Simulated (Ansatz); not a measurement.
# Se on Cu(110), longbridge start, 2x2 cell: photoemission fingerprints, part 3 of 4

Aim: how the adsorbate changes the work function, the valence spectrum and the core levels in Se on Cu(110), longbridge start, 2x2 cell.

Ansatz 0.2.0; DFT, PBE, plane-wave PAW, scalar-relativistic; PAW set soft_1.

So far, work function, upper face (eV): step 2 (the clean face) 4.39; step 3 (relaxation) 4.72.

**4. Bands by layer**

This is the main run. States are solved along the surface zone's path and weighed by where they lie along the normal, since photoemission sees the top layers. The cell holds 4 small cells, so the bands are unfolded.

The input, input.yaml:

```yaml
crystal:
  lattice:
    - [7.26, 0.0, 0.0]
    - [0.0, 5.1335952314, 0.0]
    - [0.0, 0.0, 21.5335952314]
  atoms:
    - { symbol: Se, position: [0.2499999647, 0.0, 0.6388737811] }
    - { symbol: Cu, position: [-0.0284916452, 0.0, 0.5856646221] }
    - { symbol: Cu, position: [0.528491352, 0.0, 0.5856644635] }
    - { symbol: Cu, position: [-0.0066157456, 0.5, 0.58417864] }
    - { symbol: Cu, position: [0.5066151425, 0.5, 0.5841783443] }
    - { symbol: Cu, position: [0.2499996341, 0.2494986595, 0.5300306884] }
    - { symbol: Cu, position: [0.7500000898, 0.2540425611, 0.5260519639] }
    - { symbol: Cu, position: [0.2499996341, 0.7505013405, 0.5300306884] }
    - { symbol: Cu, position: [0.7500000898, 0.7459574389, 0.5260519639] }
    - { symbol: Cu, position: [0.0, 0.0, 0.467492655] }
    - { symbol: Cu, position: [0.5, 0.0, 0.467492655] }
    - { symbol: Cu, position: [0.0, 0.5, 0.467492655] }
    - { symbol: Cu, position: [0.5, 0.5, 0.467492655] }
    - { symbol: Cu, position: [0.25, 0.25, 0.407892816] }
    - { symbol: Cu, position: [0.75, 0.25, 0.407892816] }
    - { symbol: Cu, position: [0.25, 0.75, 0.407892816] }
    - { symbol: Cu, position: [0.75, 0.75, 0.407892816] }
    - { symbol: Cu, position: [0.0, 0.0, 0.348292978] }
    - { symbol: Cu, position: [0.5, 0.0, 0.348292978] }
    - { symbol: Cu, position: [0.0, 0.5, 0.348292978] }
    - { symbol: Cu, position: [0.5, 0.5, 0.348292978] }
kpoints:
  mp_grid: { grid: [6, 8, 1] }
scf:
  occupations: { method: fermi_dirac, width: 0.05 }
  n_extra_bands: 20
hamiltonian:
  xc: pbe
  pseudopotentials: { kind: paw, azcp: { folder: soft_1 } }
output:
  forces: true
  write_potential: true
  volumetric_format: []
  dos:
    projected:
      site_lists:
        adsorbate: [0]
        layer_1: [1, 2, 3, 4]
        layer_2: [5, 6, 7, 8]
        layer_3: [9, 10, 11, 12]
        other_layers: [13, 14, 15, 16, 17, 18, 19, 20]
    de: 0.05
    e_range: [-30, 12]
    method: { smearing: { sigma: 0.15, scheme: gaussian } }
  eigenstates:
    kpoints:
      - [0.0, 0.0, 0.0]
      - [-0.125, 0.0, 0.0]
      - [-0.25, 0.0, 0.0]
      - [-0.375, 0.0, 0.0]
      - [0.5, 0.0, 0.0]
      - [0.375, 0.0, 0.0]
      # [... 9 more points ...]
      - [0.0, -0.2, 0.0]
      - [0.0, -0.1, 0.0]
    e_range: [-8.0, 4.0]
    unfold:
      supercell_matrix: [[2, 0, 0], [0, 2, 0], [0, 0, 1]]
      layers:
        axis: 3
        edges: [0.162537, 0.443107, 0.443207, 0.557003, 0.557103, 0.824628]
efield:
  axis: 3
  dipole_correction: true
```

Run with:

```sh
$ ansatz run input.yaml --threads 8 --pin off --max-ram 40960MiB --backend cuda --events-out ev --progress --plain --runs-dir out
```

Numbers of over 12 decimals in the logs are rounded to 6 here.

Output:

```text
Warning: the atoms were moved onto the symmetric positions of the space group found under crystal.symmetry.tolerance 1.0e-5 (fractional; no operation is sought that the atoms, as they stand in a round, miss by more than twice it, and no atom is moved by as much as it), and the run uses the moved positions. Before a round's move an operation carried an atom to 7.20e-6 Å from where it should land, the largest such dist [...]
[...]
Crystal: 21 atoms, lattice volume = 802.555 Å³
Basis set: ecut = 420 eV, 15683 PW (Γ), exchange–correlation on 100×72×288 points (8 copies of the dense FFT grid, shifted against one another)
Bands: 218, of which v1, the nominal top of the filled ones, is band 198 counted from 1 (197 counted from 0)
Symmetry: 4 space group operations
[...]
k-points: 20 of 48
[...]
SCF iter   1: F=—  HF=-137982.653591 eV  |F-HF|=—  |Δ(HF+E_count)|=         —  Δρ=1.33e-1  dr2=8.88e1  ethr=3.10e-3  p=0.000 e·Å  D=3.29e-6 V/Å  ΔV_dip=-0.00 eV  dr2_dipole=2.22e-1  V_vac-E_F(+/−)=4.36/4.36 eV  ⟨swp⟩=7.0  Hψ=18054  notcnv=0  defer=27
[...]
SCF 1 converged in 14 iterations: F = -137966.827631 eV  dr2 = 7.66e-8
[...]
SCF converged after 14 iterations
[...]
```

The job ended after 7.5 s (1 × NVIDIA GB200 with 8 threads of Arm Neoverse V2, shared host; peak memory 3.4 GiB).

This step gave:

| Item | Value |
| --- | --- |
| free energy | -137966.8276 eV |
| energy at zero smearing | -137966.7942 eV |
| smearing term TS | 0.06689 eV |
| Fermi energy | 2.050 eV |
| symmetry operations | 4 |
| share of occupied states in no projected shell | 0.0131 of the occupied states in the window |
| DOS at the Fermi level | 8.031 states/eV/cell |
| work function, upper face | 4.692 eV |
| work function, lower face | 4.331 eV |

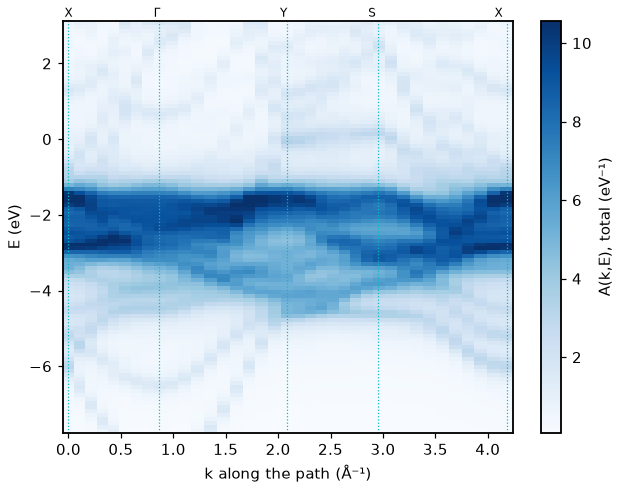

A(k,E), total over k along the path and E. Zero: Fermi level.

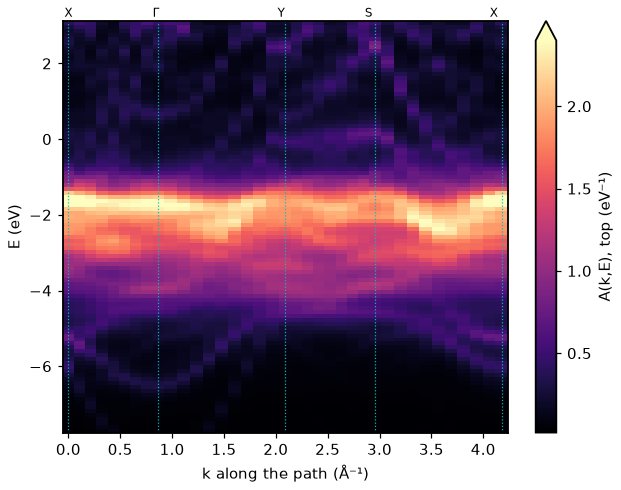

A(k,E), top over k along the path and E. Zero: Fermi level.

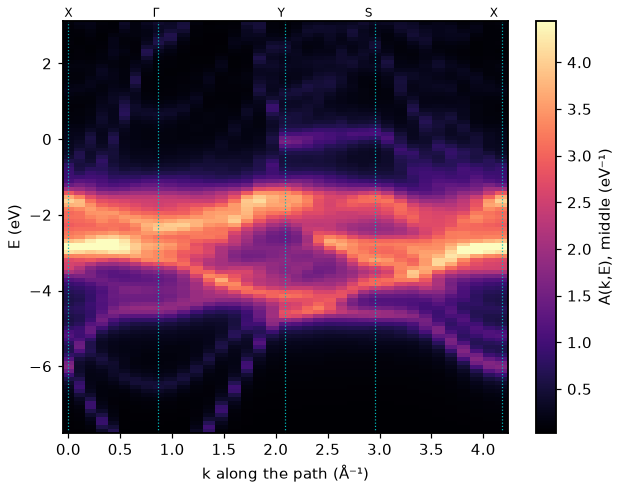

A(k,E), middle over k along the path and E. Zero: Fermi level.

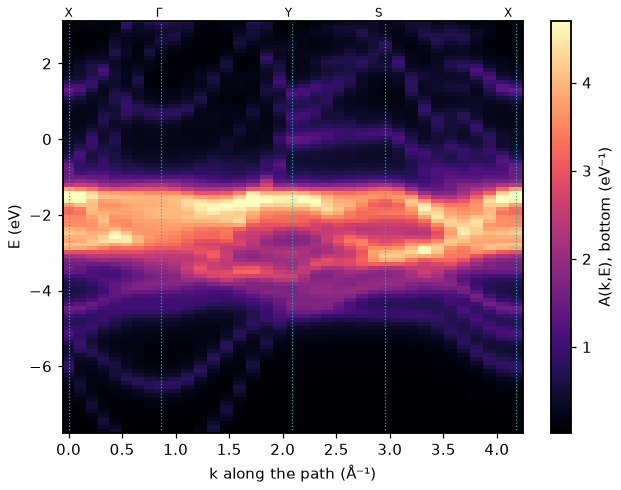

A(k,E), bottom over k along the path and E. Zero: Fermi level.

Peaks of A(k,E) at the labelled points: for each region the eleven nearest the zero at most, each over 6 % of that point's highest, less those above the energy where the solved bands run out; weight and spread sum the levels within three half widths or 0.3 eV, so near peaks share levels. Peaks of the spectral function, the first 40 of 133 rows:

| point | weight on | E (eV) | A (1/eV) | weight near the peak | rms spread of levels (eV) |
| --- | --- | --- | --- | --- | --- |
| X | total | -6 | 3.014 | 1.951 | 0.099 |
| X | total | -5.18 | 2.982 | 1.814 | 0.156 |
| X | total | -4.48 | 2.654 | 1.611 | 0.22 |
| X | total | -2.84 | 10.7 | 11.04 | 0.302 |
| X | total | -2.46 | 9.226 | 12.83 | 0.34 |
| X | total | -2.08 | 8.664 | 11.72 | 0.349 |
| X | total | -1.56 | 11.87 | 11.23 | 0.245 |
| X | total | 1.28 | 1.75 | 0.964 | 0.008 |
| X | top | -6.02 | 0.445 | 0.282 | 0.154 |
| X | top | -5.24 | 0.754 | 0.487 | 0.192 |
| X | top | -3.38 | 1.068 | 1.488 | 0.387 |
| X | top | -2.82 | 1.619 | 1.95 | 0.345 |
| X | top | -2.38 | 1.897 | 2.233 | 0.319 |
| X | top | -2.08 | 2.005 | 3.185 | 0.353 |
| X | top | -1.6 | 2.944 | 2.692 | 0.241 |
| X | top | 0.14 | 0.281 | 0.19 | 0.267 |
| X | top | 1.92 | 0.2 | 0.111 | 0.23 |
| X | top | 2.58 | 0.306 | 0.199 | 0.255 |
| X | middle | -6 | 1.7 | 1.135 | 0.087 |
| X | middle | -5.16 | 1.164 | 0.695 | 0.152 |
| X | middle | -4.5 | 0.712 | 0.376 | 0.242 |
| X | middle | -2.84 | 4.973 | 4.815 | 0.293 |
| X | middle | -2.06 | 3.11 | 4.32 | 0.335 |
| X | middle | -1.64 | 4.024 | 3.703 | 0.229 |
| X | bottom | -6 | 0.869 | 0.532 | 0.076 |
| X | bottom | -5.14 | 1.145 | 0.613 | 0.084 |
| X | bottom | -4.48 | 1.557 | 0.842 | 0.082 |
| X | bottom | -2.82 | 4.14 | 4.272 | 0.273 |
| X | bottom | -2.46 | 4.181 | 5.238 | 0.319 |
| X | bottom | -1.48 | 5.52 | 4.347 | 0.218 |
| X | bottom | -0.78 | 1.528 | 0.699 | 0.101 |
| X | bottom | 1.28 | 1.419 | 0.844 | 0 |
| Γ | total | -6.52 | 1.65 | 0.985 | 0.108 |
| Γ | total | -4.46 | 3.509 | 3.249 | 0.246 |
| Γ | total | -3.9 | 4.335 | 4.215 | 0.321 |
| Γ | total | -2.78 | 8.432 | 10.68 | 0.33 |
| Γ | total | -2.32 | 9.458 | 13.04 | 0.367 |
| Γ | total | -2.06 | 9.218 | 12.77 | 0.346 |
| Γ | total | 0.66 | 1.633 | 0.925 | 0.101 |
| Γ | total | 2.58 | 1.561 | 1.563 | 0.289 |

The DOS has structure finer than the step of the table below, so its rows give means over 2 eV, whole bins alone (the curve runs from -15.1 to 4.58 eV). Peaks (eV: height): total -2.7: 79.3, -1.6: 100; Cu 3d -2.7: 75.9, -1.6: 98.3; Cu 4s -5.6: 3.65, -4.4: 4.01, 0.1: 3.60, 1.1: 3.70; Se 4p -4.0: 1.52, -3.0: 0.774, -1.1: 1.60; Cu 4p* 2.2: 3.91, 3.5: 5.79, 4.1: 4.83.

* holds the states left over by the projection beside any projected weight of its own. The DOS by E, zero at the Fermi level; means over each step; values in states/eV/cell:

| E (eV) | total | Cu 3d | Cu 4s | Se 4p | Cu 4p* | Se 4s |
| --- | --- | --- | --- | --- | --- | --- |
| -14 | 0.895 | 0.0282 | 0.104 | 0.00580 | 0.00130 | 0.753 |
| -12 | 0.105 | 0.00334 | 0.0121 | 6.8e-4 | 1.5e-4 | 0.0888 |
| -10 | 0 | 0 | 0 | 0 | 0 | 0 |
| -8 | 1.26 | 0.0311 | 1.19 | 0.0102 | 0.0162 | 0.0147 |
| -6 | 4.50 | 1.06 | 2.99 | 0.296 | 0.111 | 0.0391 |
| -4 | 34.9 | 30.8 | 2.62 | 0.955 | 0.501 | 0.0330 |
| -2 | 67.4 | 64.4 | 1.68 | 0.687 | 0.545 | 0.0153 |
| 0 | 7.21 | 2.42 | 2.92 | 0.575 | 1.28 | 0.0151 |
| 2 | 6.88 | 0.603 | 2.88 | 0.206 | 3.17 | 0.0195 |

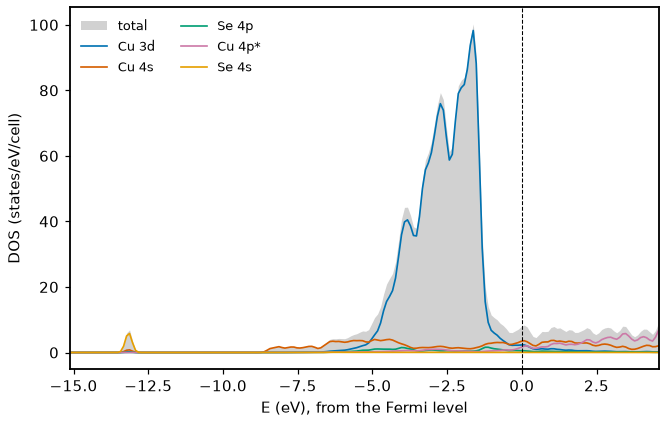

DOS, plotted against E.

This run's widths, added to any smearing of the DOS itself: Gaussian 0.1 eV, Lorentzian 0.1 eV plus 0.08 an eV of depth. Table of intensity by binding energy, zero at the Fermi level; values in % of the maximum within 13 eV:

| binding energy (eV) | 21.2 eV | 150 eV | 1486.7 eV | 5414.7 eV | 5950 eV |
| --- | --- | --- | --- | --- | --- |
| 0 | 7.32 | 3.83 | 5.28 | 17.0 | 19.2 |
| 2 | 93.2 | 93.3 | 93.1 | 93.9 | 94.1 |
| 4 | 48.2 | 39.1 | 41.2 | 58.4 | 61.5 |
| 6 | 5.38 | 2.74 | 4.82 | 24.0 | 27.8 |
| 8 | 0.970 | 0.641 | 1.45 | 9.51 | 11.1 |
| 10 | 0.343 | 0.277 | 0.428 | 1.96 | 2.26 |
| 12 | - | 0.224 | 0.744 | 6.25 | 7.37 |
| 14 | - | 0.212 | 1.02 | 9.63 | 11.4 |

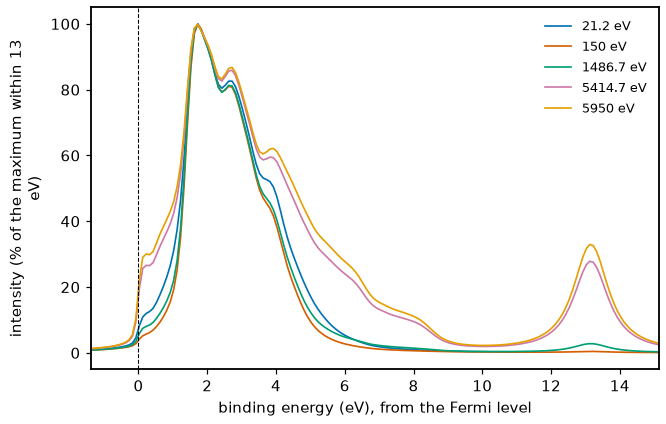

Intensity against binding energy.

Maxima picked by a test of local sharpness, so broad peaks and shoulders can be missing; peaks within 0.45 eV of a curve's cut are left out. Valence peaks, by row:

| photon energy (eV) | binding energy (eV) | height (% of the maximum within 13 eV) | main shell | its share (%) |
| --- | --- | --- | --- | --- |
| 21.2 | 2.7 | 82.81 | Cu 3d | 92.13 |
| 21.2 | 1.7 | 100 | Cu 3d | 94.29 |
| 150 | 2.65 | 81.19 | Cu 3d | 99.81 |
| 150 | 1.75 | 100 | Cu 3d | 99.87 |
| 1487 | 2.65 | 81.51 | Cu 3d | 97.4 |
| 1487 | 1.7 | 100 | Cu 3d | 98.21 |
| 5415 | 13.15 | 27.95 | Se 4s | 95.61 |
| 5415 | 3.85 | 59.57 | Cu 3d | 61.97 |
| 5415 | 2.7 | 86.09 | Cu 3d | 81.1 |
| 5415 | 1.7 | 100 | Cu 3d | 86.59 |
| 5950 | 13.15 | 33.07 | Se 4s | 95.74 |
| 5950 | 3.9 | 62.22 | Cu 3d | 56.27 |
| 5950 | 2.7 | 86.95 | Cu 3d | 78.36 |
| 5950 | 1.7 | 100 | Cu 3d | 84.51 |

The planar mean, electrostatic potential oscillates, so the rows of the table below give means over windows of 1.35 Å about each position, cut where the curve ends. Its maxima inside the range that stand out by 2 % of the span (Å: eV): 8.1: -7.41, 9.4: -7.57, 10.8: -7.25, 12.0: -8.58. Its minima: 7.5: -10.8, 8.8: -11.5, 10.0: -11.4, 11.4: -11.5, 12.6: -11.5.

From the Fermi level. Table of planar mean, electrostatic potential by z; means over each step:

| z (Å) | planar mean, electrostatic potential (eV) |
| --- | --- |
| 0.68 | 4.39 |
| 2.03 | 4.33 |
| 3.38 | 4.33 |
| 4.73 | 4.30 |
| 6.08 | 3.21 |
| 7.43 | -7.64 |
| 8.78 | -9.38 |
| 10.13 | -9.35 |
| 11.48 | -9.71 |
| 12.83 | -7.80 |
| 14.18 | 2.23 |
| 15.53 | 4.53 |
| 16.88 | 4.69 |
| 18.23 | 4.69 |
| 19.58 | 4.69 |
| 20.93 | 4.61 |

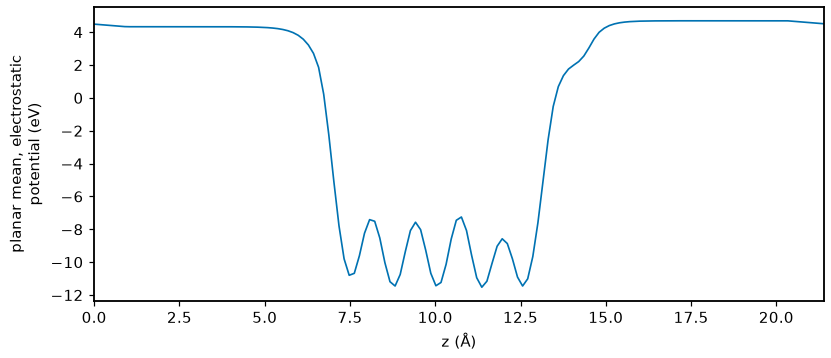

Planar mean, electrostatic potential, plotted against z.

The intensity has structure finer than the step of the table below, so its rows give means over 2 eV, whole bins alone (the curve runs from -15.1 to 1.38 eV). Peaks (eV: height): Se K-beta valence -3.9: 100.0; Se K-beta valence, E along x -4.4: 103; Se K-beta valence, E along y -1.3: 110; Se K-beta valence, E along z -4.0: 99.4; Se L3-N1 -13.1: 99.9.

Shapes are the site's partial DOS without matrix elements, which overweights lines from ligand s bands. Intensity against emission energy less the core level's binding energy, zero at the Fermi level; means over each step; values in % of the unpolarised maximum:

| emission energy less the core level's binding energy (eV) | Se K-beta valence | Se K-beta valence, E along x | Se K-beta valence, E along y | Se K-beta valence, E along z | Se L3-N1 | Cu L-alpha |
| --- | --- | --- | --- | --- | --- | --- |
| -14 | 3.28 | 3.23 | 2.70 | 3.92 | 63.1 | 0.340 |
| -12 | 4.90 | 5.12 | 4.09 | 5.49 | 51.2 | 0.494 |
| -10 | 8.40 | 9.44 | 6.99 | 8.77 | 11.3 | 0.808 |
| -8 | 19.3 | 22.9 | 14.8 | 20.0 | 6.77 | 1.72 |
| -6 | 55.5 | 68.1 | 42.8 | 55.4 | 7.90 | 6.86 |
| -4 | 96.1 | 100 | 93.3 | 94.6 | 6.79 | 46.4 |
| -2 | 91.1 | 82.2 | 105 | 86.1 | 3.98 | 84.1 |
| 0 | 59.3 | 48.7 | 72.2 | 56.2 | 2.10 | 12.1 |

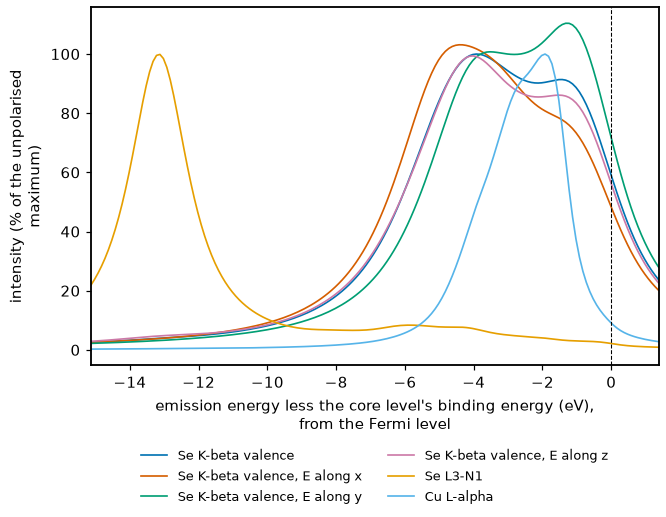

Intensity against emission energy less the core level's binding energy.

Sums over each group's atoms; left-over states aren't shared out by site. Site centres, by row:

| group | element | shell | occupied states | centre of occupied part (eV) | centre up to the window's top (eV) |
| --- | --- | --- | --- | --- | --- |
| adsorbate | Se | 4s | 1.902 | -12.2 | -11.68 |
| adsorbate | Se | 4p | 4.678 | -3.067 | -2.211 |
| layer 1 | Cu | 4s | 3.72 | -4.22 | -1.552 |
| layer 1 | Cu | 3d | 39.24 | -2.493 | -2.435 |
| layer 2 | Cu | 4s | 3.93 | -4.885 | -2.374 |
| layer 2 | Cu | 3d | 39.17 | -2.832 | -2.764 |
| layer 3 | Cu | 4s | 4.138 | -4.71 | -2.43 |
| layer 3 | Cu | 3d | 39.2 | -2.784 | -2.719 |
| other layers | Cu | 4s | 8.296 | -3.901 | -1.908 |
| other layers | Cu | 3d | 78.55 | -2.493 | -2.439 |

The broadened DOS, unweighted empty DOS by E, zero at the Fermi level; read off at these points:

| E (eV) | broadened DOS, unweighted empty DOS (states/eV/cell) |
| --- | --- |
| -0.93 | 6.7e-5 |
| -0.62 | 0.0148 |
| -0.33 | 0.524 |
| -0.03 | 3.41 |
| 0.28 | 5.71 |
| 0.47 | 5.74 |
| 0.78 | 6.42 |
| 1.07 | 7.22 |
| 1.18 | 7.26 |
| 1.38 | 7.04 |
| 1.68 | 6.64 |
| 1.98 | 6.67 |
| 2.27 | 6.65 |
| 2.58 | 6.58 |
| 2.77 | 6.96 |
| 3.08 | 7.00 |
| 3.38 | 6.94 |
| 3.67 | 6.21 |
| 3.98 | 6.20 |

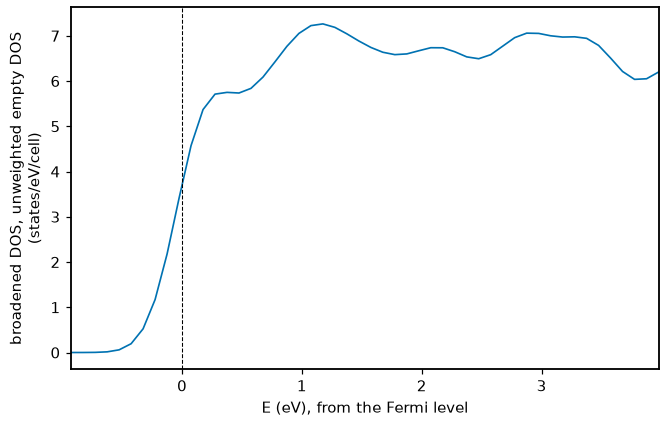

Broadened DOS, unweighted empty DOS against E.

Recipe: projected DOS times atomic cross section and asymmetry factor (linear light, 30° from the polarisation), occupied states only, Fermi edge at 20 K, a Lorentzian width of 0.1 eV growing by 0.08 eV per eV of binding energy, and a resolution of 0.1 eV. Each atom is damped by exp[−depth/(λ cos θ)], θ = 0° from the normal, λ from the universal curve. Curves are cut 10 eV under the photon energy, above any shell that the free atom's threshold puts out of reach, or at the lower edge of the window: 11.2 eV at 21.2 eV, 15.2 eV at 150 eV, 15.2 eV at 1486.7 eV, 15.2 eV at 5414.7 eV and 15.2 eV at 5950 eV. A star in tables and legends marks shells that hold the states left over by the projection (1.3 % of the filled ones), a stand-in for orbitals that the files don't project on. Matrix elements of the solid and inelastic losses aren't modelled, nor non-dipole terms, which matter above 3 keV.

Share of each shell in the spectrum's area (%), by photon energy:

| shell | 21.2 eV | 150 eV | 1486.7 eV | 5414.7 eV | 5950 eV |
| --- | --- | --- | --- | --- | --- |
| Se 4s | 0.0 | 0.2 | 2.0 | 12.9 | 14.2 |
| Se 4p | 17.3 | 0.2 | 2.8 | 7.6 | 7.8 |
| Cu 4s | 0.7 | 0.4 | 4.6 | 29.7 | 32.7 |
| Cu 3d | 81.7 | 99.2 | 90.5 | 49.5 | 45.0 |

Cross sections used, in Mb an electron:

| shell | 21.2 eV | 150 eV | 1486.7 eV | 5414.7 eV | 5950 eV |
| --- | --- | --- | --- | --- | --- |
| Se 4s | - | 0.040 | 0.0011 | 8.1e-5 | 6.6e-5 |
| Se 4p | 2.0 | 0.021 | 6.9e-4 | 2.4e-5 | 1.9e-5 |
| Cu 4s | 0.027 | 0.011 | 2.8e-4 | 1.9e-5 | 1.5e-5 |
| Cu 3d | 0.80 | 0.44 | 8.0e-4 | 5.5e-6 | 3.7e-6 |

Regions along c: top from 12.0 to 17.8 Å, middle from 9.5 to 12.0 Å, bottom from 3.5 to 9.5 Å.

The largest force component on a free atom is 0.044 eV/Å, a little over the usual target of 0.03 eV/Å. At the Fermi level the DOS is 8.03 states/eV a cell.

(Continued in part 4 of 4.)

[Logs are printed without paths, hosts, clocks, repeated set-up lines and the standing remarks that a program may print on its own settings, such as how far it seeks lower states.]

[Hosts, paths, dates, database ids (printed as entryN), source tags and the programs' standing remarks are cut or masked in the printed files.]

[Maps of the electrostatic potential energy from Ansatz leave out the sawtooth potential of an applied field or a dipole correction, so their vacuum need not be flat; work functions include it.]
